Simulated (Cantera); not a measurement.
Feed: 1 mol C₂H₅OH, a varied amount of NH₃, 99 mol H₂, equilibrated at 2875 K and 1 atm.

These are equilibrium values from Cantera (NASA tables, ideal gas, pure condensed phases), not measurements of a reactor. Candidate condensed phases: C, C₆H₆, C₇H₈, C₈H₁₈, H₂O; 136 gas species. Rates play no part.

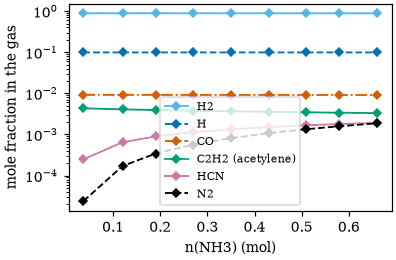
Fig. 1. Equilibrium gas composition (values under 1e-9 drawn at 1e-9)

From 0.037 mol NH₃ to 0.66 mol NH₃ nothing is condensed. The main C-bearing gas is CO throughout.
